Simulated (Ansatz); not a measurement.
## What Be4P2O (built on the sites of a database entry of Ca4Sb2O) distorts into

Which phase does Be4P2O (built on the sites of a database entry of Ca4Sb2O) fall into along its unstable mode, and how much energy does it gain?

Method: DFT PBEsol, scalar-relativistic, plane waves, PAW, in Ansatz 0.2.0.

The structure was built from a prototype and need not be the compound's stable phase.

## (1) Set-up

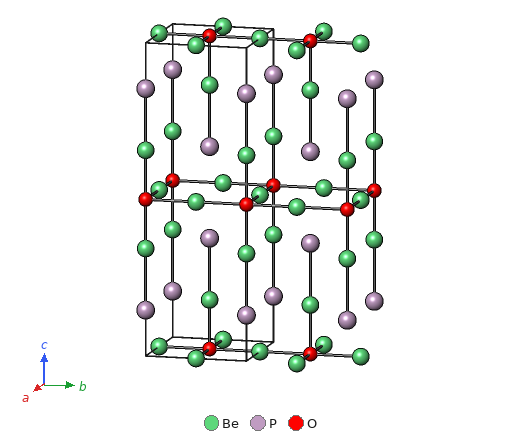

The starting structure, seen slightly off an axis (beryllium green, phosphorus pink, oxygen red). 1×2×1 cells are drawn. This picture shows the conventional cell, with its axes. Some periodic images of atoms are drawn too.

## (2) Zone-centre response

The cell comes from relaxations at this level that are not shown. The zone centre is the only wavevector solved here; it holds the modes that light can see, as far as symmetry allows. No field response is asked, since the mesh shows no gap.

The input, input.yaml:

```yaml
crystal:
  lattice:
    - [-1.7913590676, 1.7913590676, 5.4716745197]
    - [1.7913590676, -1.7913590676, 5.4716745197]
    - [1.7913590676, 1.7913590676, -5.4716745197]
  atoms:
    - { symbol: Be, position: [0.5, 0.0, 0.5] }
    - { symbol: Be, position: [0.0, 0.5, 0.5] }
    - { symbol: Be, position: [0.343050778, 0.343050778, 0.0] }
    - { symbol: Be, position: [0.656949222, 0.656949222, 0.0] }
    - { symbol: P, position: [0.1462780517, 0.1462780517, 0.0] }
    - { symbol: P, position: [0.8537219483, 0.8537219483, 0.0] }
    - { symbol: O, position: [0.5, 0.5, 0.0] }
kpoints:
  mp_grid: { grid: [16, 16, 16] }
hamiltonian:
  xc: pbesol
scf:
  occupations: { method: methfessel_paxton, width: 0.2 }
output:
  eigenvalues: true
phonons:
  method: dfpt
```

The run is started by

```bash
> ansatz run input.yaml --threads 8 --pin off --max-ram 14336MiB --backend cpu --events-out ev --progress --plain --runs-dir out
```

Numbers of over 12 decimals in the logs are rounded to 6 here.

Log:

```text
zone centre: on kpoints.mp_grid the ground state, and the responses unless they are solved on pairs of k-points, stand on 621 of the mesh's 4096 k-points, reduced under 4 symmetry operations, with k and −k counted as one. Each operation leaves every solved displacement unchanged or reverses it
Engine: ansatz 0.2.0, x86_64-unknown-linux-gnu
Pseudopotentials: kind: paw
Pseudopotential: Be, paw, valence charge 2, recommended cutoff 420 eV (normal), Be.paw.azcp
Pseudopotential: P, paw, valence charge 5, recommended cutoff 420 eV (normal), P.paw.azcp
Pseudopotential: O, paw, valence charge 6, recommended cutoff 420 eV (normal), O.paw.azcp
Functional definition: PBEsol
  exchange = pbesol_x
  correlation = pbesol_c
Crystal: 7 atoms, lattice volume = 70.234 Å³
Basis set: ecut = 420 eV, 1355 PW (Γ), exchange–correlation on 90×90×90 points (8 copies of the dense FFT grid, shifted against one another)
Bands: 19, of which v1, the nominal top of the filled ones, is band 12 counted from 1 (11 counted from 0)
Symmetry: 16 space group operations
k-points: 621 of 4096 (irreducible under 4 space group operations, time reversal used)
Non-local potential: Be, projectors of the file, l = 0: 2, l = 1: 2, l = 2: 1
Non-local potential: P, projectors of the file, l = 0: 2, l = 1: 2, l = 2: 2
Non-local potential: O, projectors of the file, l = 0: 2, l = 1: 2, l = 2: 1
PAW form: soft (Blöchl's): semilocal exchange-correlation on the pseudo side does not see the compensation charge
PAW frozen core: Be, regenerated for the run's functional, and the local potential with it (the file was generated under x = pbe(κ = 0.804, μ = 0.219515), c = pbe(β = 0.066725))
PAW frozen core: P, regenerated for the run's functional, and the local potential with it (the file was generated under x = pbe(κ = 0.804, μ = 0.219515), c = pbe(β = 0.066725))
PAW frozen core: O, regenerated for the run's functional, and the local potential with it (the file was generated under x = pbe(κ = 0.804, μ = 0.219515), c = pbe(β = 0.066725))
PAW one-centre angular grid: Be, 110 points (default); XC on 64 Gauss nodes
PAW one-centre angular grid: P, 110 points (default); XC on 64 Gauss nodes
PAW one-centre angular grid: O, 110 points (default); XC on 64 Gauss nodes
Initial density: superposition of atomic densities (neutral atoms: chi_scale 0, normalization atom), corrected by the library's trained network
Initial wavefunctions: pseudopotential atomic-orbital guess
Functional: x = pbesol(κ = 0.804, μ = 0.123457), c = pbesol(β = 0.046)
SCF iter   1: F=—  HF=-2403.562745 eV  |F-HF|=—  |Δ(HF+E_count)|=         —  Δρ=9.95e-3  dr2=6.53e-2  ethr=1.77e-3  ⟨swp⟩=5.8  Hψ=66086  notcnv=0
preconditioner: auto → Kerker (q_TF=auto, 2.281 Å⁻¹)  [metal: Δε(μ)=0.064 eV  Ē_g=10.103 eV  σ=0.200 eV  W_gap=0.26  n_scr=10 (ndim 8)  ℏωp=20.8 eV  f_vac=0.000  D(μ)=0.05/eV (n_scr^D=0)]
SCF iter   2: F=—  HF=-2403.546091 eV  |F-HF|=—  |Δ(HF+E_count)|=   1.67e-2  S|Δr|=    0.00e0  Δρ=2.57e-3  dr2=7.94e-3  ethr=2.72e-4  ⟨swp⟩=2.7  Hψ=23673  notcnv=0
SCF iter   3: F=—  HF=-2403.544969 eV  |F-HF|=—  |Δ(HF+E_count)|=   1.12e-3  S|Δr|=    0.00e0  Δρ=1.36e-3  dr2=2.31e-3  ethr=3.31e-5  ⟨swp⟩=1.0  Hψ=10662  notcnv=0
SCF iter   4: F=—  HF=-2403.544539 eV  |F-HF|=—  |Δ(HF+E_count)|=   4.30e-4  S|Δr|=    0.00e0  Δρ=1.47e-4  dr2=1.09e-5  ethr=9.64e-6  ⟨swp⟩=2.1  Hψ=13738  notcnv=0
SCF iter   5: F=—  HF=-2403.544539 eV  |F-HF|=—  |Δ(HF+E_count)|=   5.08e-7  S|Δr|=    0.00e0  Δρ=2.48e-5  dr2=8.82e-7  ethr=4.52e-8  ⟨swp⟩=2.2  Hψ=16981  notcnv=0
SCF iter   6: F=—  HF=-2403.544520 eV  |F-HF|=—  |Δ(HF+E_count)|=   1.92e-5  S|Δr|=    0.00e0  Δρ=5.02e-6  dr2=3.46e-8  ethr=3.67e-9  ⟨swp⟩=2.3  Hψ=14733  notcnv=0
SCF iter   7: F=—  HF=-2403.544520 eV  |F-HF|=—  |Δ(HF+E_count)|=   6.92e-9  S|Δr|=    0.00e0  Δρ=1.33e-6  dr2=2.15e-9  ethr=1.44e-10  ⟨swp⟩=2.7  Hψ=17929  notcnv=0
SCF iter   8: F=—  HF=-2403.544520 eV  |F-HF|=—  |Δ(HF+E_count)|=  4.46e-10  S|Δr|=    0.00e0  Δρ=2.80e-7  dr2=6.39e-11  ethr=8.95e-12  ⟨swp⟩=2.6  Hψ=17018  notcnv=0
SCF iter   9: F=-2403.544520 eV  HF=-2403.544520 eV  |F-HF|=2.27e-12  |Δ(HF+E_count)|=  9.55e-12  S|Δr|=    0.00e0  Δρ=5.13e-8  dr2=3.38e-12  ethr=1.00e-12  ⟨swp⟩=9.9  Hψ=62923  notcnv=0
SCF 1 converged in 9 iterations: F = -2403.544520 eV  dr2 = 3.38e-12
  greatest PAW one-centre occupation: 0.865 electrons in one spin orbital (limit 2), on the O atom at site 6 (counted from 0), in its partial waves of l = 0
DFPT response loops at Γ: preconditioner auto → Kerker (q_TF=auto, 2.281 Å⁻¹) (partly filled bands, converged f_vac=0.000); β = 1.00, the filter's whole step (`scf.mixing.beta` (0.50) is not read by the response loops under this deck's `scf.mixing.preconditioner`; to damp them name `kerker` or `kerker_dos`, under which they read `scf.mixing.beta`, and type it under 1.00, their step now; both keys bind the ground state too); Broyden in place of MSR1
SCF converged after 9 iterations
Stability not checked: this state was not tested for a lower state beside it, because cold or Methfessel-Paxton smearing, or corrected tetrahedra, fill the levels in a way that the test cannot read (fill_not_monotonic; see scf.lower_state_search)
Free energy (F): -2403.544520 eV
Harris-Foulkes:  -2403.544520 eV  (|F-HF|=2.27e-12)
Internal energy: -2403.544966 eV  (E = F + TS)
E sigma→0 (E₀):  -2403.544632 eV
Entropy (-TS):   0.000445 eV (0.064 meV/atom)
Fermi energy:    9.649881 eV
Step filling:    the computed levels leave a gap of 0.0010 eV = 0.0 smearing widths at the electron count; against every level under it full and every level over it empty, smearing changes F+E_penalty+E_count by +0.127 meV and its σ→0 estimate by +0.016 meV
--- Per-component energies (eV) ---
  E_band       = 42.221347
  E_kinetic    = 401.310451
  E_local      = -555.503683  (includes V_loc(G=0)·N_el)
  E_nonlocal   = 133.071311
  E_hartree    = 210.349769
  E_xc         = -275.312872
  E_vxc        = -300.956852  (∫ρ·V_xc dr)
  E_paw        = -1489.384309  (= ΣΔE_a)
  E_vpaw       = -56.401919  (= ΣTr[D̂ρ^β])
  E_aug_tail   = 0.002518  (compensation charges beyond the density's cutoff)
  E_ewald      = -828.243755
  E_core_change = 0.165605  (= ΣΔE_core)
  E_smearing   = 0.000445  (= −TS)
  E_closure    = 0.000000  (closes the sum)
  Σ components = -2403.544520   (vs F -2403.544520, Δ=0.00e0)
--- Band table (eV; the first three rows and the last of 621) ---
  k-point 0: bands = [... 8 lower, 6.5975, 8.0636, 8.4264, 8.4264, 10.6814, 11.1035, 12.8155, 13.2193, ... 3 higher]
  k-point 1: bands = [... 8 lower, 6.5366, 8.0846, 8.2431, 8.2675, 11.1282, 11.4393, 13.0147, 13.2512, ... 3 higher]
  k-point 2: bands = [... 8 lower, 6.3542, 7.2783, 7.8733, 8.8053, 12.1477, 12.2571, 13.2315, 13.2478, ... 3 higher]
  k-point 620: bands = [... 8 lower, 6.9889, 6.9889, 8.5431, 8.5431, 9.6091, 10.3408, 11.6627, 12.6729, ... 3 higher]
--- Phonons (Γ-DFPT): 9 representative perturbations + reference, on 621 of 4096 k-points (Σ response iterations 28) ---
  k mesh reduced under 4 symmetry operations, with k and −k counted as one. Each operation leaves every solved displacement unchanged or reverses it
  ASR residual: 1.374e-5 → 0.000e0 eV/Å²; symmetrization residual: 9.908e-7 eV/Å²
  ASR residual per site (eV/Å²): 1.37e-5 1.37e-5 8.52e-6 8.52e-6 1.56e-6 1.56e-6 1.03e-5
  Γ frequencies (cm⁻¹): -338.04 -338.04 -267.97 -267.97 0.00 0.00 0.00 143.47 160.62 160.62 239.61 239.61 351.16 351.16 361.00 373.03 430.85 430.85 483.98 601.64 613.99
  non-analytic LO–TO correction: not included (Born effective charges unavailable; polar crystals: no LO–TO splitting at Γ)
```

Run time: 4.7 min. Hardware: 8 threads of Intel Xeon Platinum 8259CL at 2.50GHz (Skylake/Cascade Lake), shared host; peak memory 3.3 GiB; 31 min of CPU time.

The column dr2 measures how far the density is from self-consistency, as an energy; F and HF (Harris–Foulkes) agree once it is small.

This step gave:

* volume per atom: 10.03 Å³
* gap on the k-mesh: 0 eV
* sum-rule residual before enforcement: 1.37e-5 eV/Å²
* point group: 4/mmm
* highest optical mode at the zone centre (no LO-TO term): 614.0 cm⁻¹
* lowest optical zone-centre mode: -338.0 cm⁻¹

Patterns of degenerate modes are one choice out of their space. The modes at Γ (shares of kinetic energy by element, %) (negative means imaginary):

```tsv
mode	frequency (cm⁻¹)	symmetry	Be %	P %	O %
1	-338.0	Eu	85	9	6
2	-338.0	Eu	85	9	6
3	-268.0	Eg	100	0	0
4	-268.0	Eg	100	0	0
5	0.0	acoustic	32	54	14
6	0.0	acoustic	32	54	14
7	0.0	acoustic	32	54	14
8	143.5	B2u	100	0	0
9	160.6	Eu	84	10	7
10	160.6	Eu	84	10	7
11	239.6	Eg	0	100	0
12	239.6	Eg	0	100	0
13	351.2	Eu	20	25	55
14	351.2	Eu	20	25	55
15	361.0	A1g	9	91	0
16	373.0	A2u	47	39	14
17	430.9	Eu	79	2	18
18	430.9	Eu	79	2	18
19	484.0	A2u	45	3	51
20	601.6	A1g	91	9	0
21	614.0	A2u	76	3	21
```

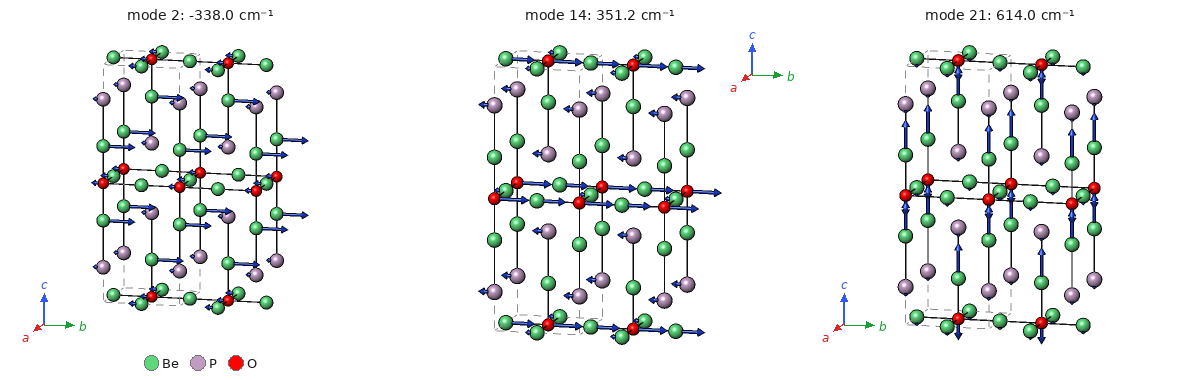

Displacement patterns of modes 2, 14 and 21 at Γ; arrows are exaggerated. 1×2×1 conventional cells are drawn. Some periodic images of atoms are drawn too.

Before it was imposed, the acoustic sum rule was missed by 1.4e-5 eV/Å². Small misses are needed for a sound result but don't prove that mesh and cutoff are converged. The lowest optical mode is imaginary, 338.0i cm⁻¹, so the energy falls along it.

## (3) The mode frozen in, largest atomic shift 0 Å

The mode followed lies at Γ with frequency 338.0i cm⁻¹ and is 2-fold degenerate, the softest among the wavevectors solved. At small amplitude the distorted cell has space group no. 44 by a symmetry search on the positions. The undistorted cell that holds it gives the zero of energy on the same k mesh.

Edit input.yaml of step 2 so:

```diff
@@ -20,4 +20,4 @@
 output:
+  forces: true
+  stress: true
   eigenvalues: true
-phonons:
-  method: dfpt
```

Log:

```text
[...]
k-point 0: bands = [... 8 lower, 6.5975, 8.0636, 8.4264, 8.4264, 10.6814, 11.1035, 12.8154, 13.2193, ... 3 higher]
  k-point 1: bands = [... 8 lower, 6.5366, 8.0846, 8.2431, 8.2675, 11.1282, 11.4392, 13.0147, 13.2512, ... 3 higher]
  k-point 2: bands = [... 8 lower, 6.3542, 7.2783, 7.8732, 8.8054, 12.1477, 12.2571, 13.2314, 13.2478, ... 3 higher]
  k-point 348: bands = [... 8 lower, 6.9889, 6.9889, 8.5431, 8.5431, 9.6091, 10.3408, 11.6627, 12.6729, ... 3 higher]
[key lines of the parts left out:]
SCF converged after 6 iterations
Free energy (F): -2403.544520 eV
Fermi energy:    9.649891 eV
P = ⅓ Tr σ = 0.0032 GPa (0.032 kbar)
```

The job ended after 5.9 s (8 threads; peak memory 0.74 GiB; 41 s of CPU time).

This step gave:

| Item | Value |
| --- | --- |
| pressure | 0.003206 GPa |
| energy from the undistorted cell | 0 meV/atom |

The run ends at a pressure of 0.00 GPa, with forces up to 4.6e-4 eV/Å.

## (4) The mode frozen in, largest atomic shift 0.45 Å

The atoms are moved along the unstable eigenvector, the largest shift by 0.45 Å, with the cell fixed.

input.yaml, the sections that differ from step 3:

```yaml
crystal:
  lattice:
    - [-1.7913590676, 1.7913590676, 5.4716745197]
    - [1.7913590676, -1.7913590676, 5.4716745197]
    - [1.7913590676, 1.7913590676, -5.4716745197]
  atoms:
    - { symbol: Be, position: [0.5, -0.0073506974, 0.4926493026] }
    - { symbol: Be, position: [0.0, 0.5374629746, 0.5374629746] }
    - { symbol: Be, position: [0.343050778, 0.2174478188, -0.1256029593] }
    - { symbol: Be, position: [0.656949222, 0.5313462627, -0.1256029593] }
    - { symbol: P, position: [0.1462780517, 0.1692930964, 0.0230150447] }
    - { symbol: P, position: [0.8537219483, 0.8767369931, 0.0230150447] }
    - { symbol: O, position: [0.5, 0.5354279231, 0.0354279231] }
# kpoints, hamiltonian, scf, output: as in step 3
```

Log:

```text
[...]
Crystal: 7 atoms, lattice volume = 70.234 Å³
Basis set: ecut = 420 eV, 1355 PW (Γ), FFT grids on a1+a3, a2+a3, a3, exchange–correlation on 48×48×90 points (8 copies of the dense FFT grid, shifted against one another)
Bands: 19, of which v1, the nominal top of the filled ones, is band 12 counted from 1 (11 counted from 0)
Symmetry: 4 space group operations
[...]
k-point 0: bands = [... 8 lower, 7.0744, 7.8487, 8.3654, 8.5111, 9.9368, 10.2649, 13.0938, 13.1435, ... 3 higher]
  k-point 1: bands = [... 8 lower, 6.9137, 7.5652, 8.1000, 8.6151, 10.4042, 10.6004, 13.2336, 13.2874, ... 3 higher]
  k-point 2: bands = [... 8 lower, 6.6614, 6.8411, 7.6168, 8.9272, 11.3613, 11.3889, 13.3557, 13.5244, ... 3 higher]
  k-point 620: bands = [... 8 lower, 6.4896, 7.1049, 7.8764, 8.7961, 9.3695, 9.9235, 10.9521, 12.6605, ... 3 higher]
[key lines of the parts left out:]
SCF converged after 6 iterations
Free energy (F): -2403.909887 eV
Fermi energy:    9.347415 eV
P = ⅓ Tr σ = 2.4573 GPa (24.573 kbar)
```

Wall time 14 s (8 threads); peak memory 1 GiB; 1.7 min of CPU time.

Numbers from this step:

```
pressure                         : 2.457 GPa
gap on the k-mesh                : 0.1057 eV
energy from the undistorted cell : -52.20 meV/atom
```

The energy, extrapolated to zero smearing, is -52.20 meV/atom against the undistorted cell.

The run ends at a pressure of 2.46 GPa, with forces up to 0.53 eV/Å.

## (5) Energy along the mode, all amplitudes (two of the runs are shown above)

An imaginary frequency means negative curvature, so the energy should fall and then rise again as anharmonic terms take over.

This step gave:

| Property | Result |
| --- | --- |
| depth at the lowest point sampled | 52.20 meV/atom |
| largest atomic shift at that point | 0.45 Å |

Energy from the parent against largest atomic shift:

```tsv
largest atomic shift (Å)	energy from the parent (meV/atom)
0.000	0
0.040	-1.06
0.080	-4.16
0.140	-12.1
0.220	-26.5
0.320	-44.3
0.450	-52.2
0.600	-17.7
```

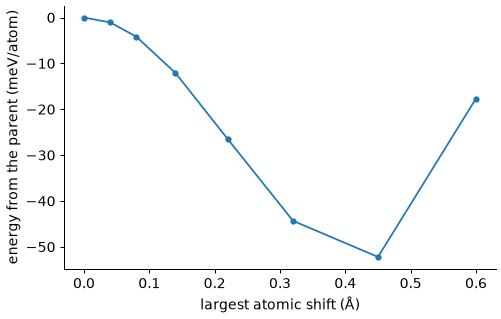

Energy from the parent against largest atomic shift.

Displacement at unit largest shift by atom:

```tsv
atom	x (Å)	y (Å)	z (Å)	size
Be1	-0.06	0.00	0.00	0.06
Be2	0.30	0.00	0.00	0.30
Be3	-1.00	0.00	0.00	1.00
Be4	-1.00	0.00	0.00	1.00
P5	0.18	0.00	0.00	0.18
P6	0.18	0.00	0.00	0.18
O7	0.28	0.00	0.00	0.28
```

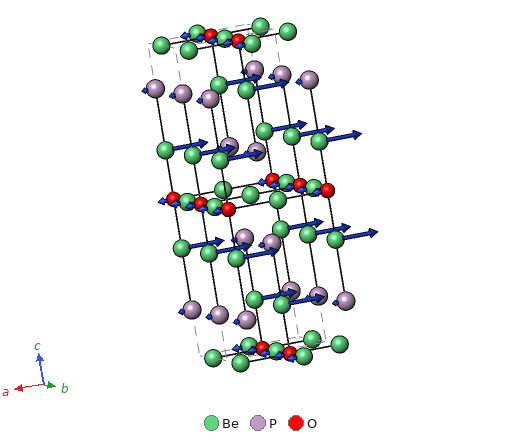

Displacement at unit largest shift as arrows, the longest 1 Å. 1×2×1 conventional cells are drawn. Some periodic images of atoms are drawn too.

The lowest of the steps tried is at 0.45 Å, 52.2 meV/atom below the parent; the bottom of the well need not coincide with a step.

[end of part 1 of 3]

[Logs are printed without paths, hosts, clocks, repeated set-up lines and the standing remarks that a program may print on its own settings, such as how far it seeks lower states.]

[Hosts, paths, dates, database ids (printed as entryN), source tags and the programs' standing remarks are cut or masked in the printed files.]
